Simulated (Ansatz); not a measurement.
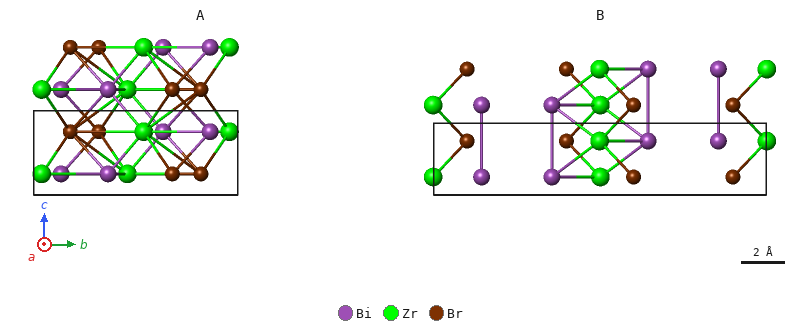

Two geometries of solid ZrBiBr (a generated structure, set up in Pnma), drawn at one scale. One is the start of a relaxation, the other its converged end. The picture is a ball-and-stick view of the cell of the calculation, repeated 1 × 1 × 2 with one cell outlined, seen along the a axis.

The calculation used DFT, PAW plane waves, PBE (Ansatz 0.2.0). Settings: plane-wave cutoff 420 eV; k-point mesh 4 × 3 × 7; occupations fermi dirac; smearing width 0.0986 eV; no spin polarisation; cell and atoms relaxed; force threshold 0.03 eV/Å; at most 60 steps.

**Which one is relaxed?**

Structure B is the relaxed one. The start is a swapped structure. Over 31 accepted moves (39 points after the start) the energy falls by 13.335 eV per cell of the calculation. The largest force component goes from 4 to 0.0017 eV/Å. The pressure goes from 18.46 to −0.01 GPa. The line search rejected the trial steps at points 9, 12, 15, 20, 21 of the run. At 3 points the geometry stayed and the basis and grid were re-selected for the new cell (energy shift of 0.776 eV per cell of the calculation at most each time). The largest moves relative to the cell, 1.29 Å, are those of Br atoms. Largest moves by element: Br 1.29 Å, Zr 0.67 Å, Bi 0.56 Å. The drawn cell changes as follows: a 7.949 → 7.121 Å (−10.4 %), b 9.614 → 15.680 Å (+63.1 %), c 3.974 → 3.388 Å (−14.7 %); the volume changes by +24.6 %. Among the contacts that change: Br–Zr 3.775 → 6.830 Å, Br–Zr 3.745 → 6.342 Å, Bi–Zr 3.379 → 5.795 Å, Bi–Br 2.827 → 4.341 Å. Bonds break: Bi–Br (2.83 → 4.34 Å), Bi–Zr (3.38 → 5.80 Å). Among the angles between lasting bonds that change: Bi–Zr–Br 120.8° → 85.7°, Bi–Zr–Bi 97.2° → 67.6°, Zr–Bi–Zr 97.2° → 67.6°. The space group stays Pnma (No. 62).
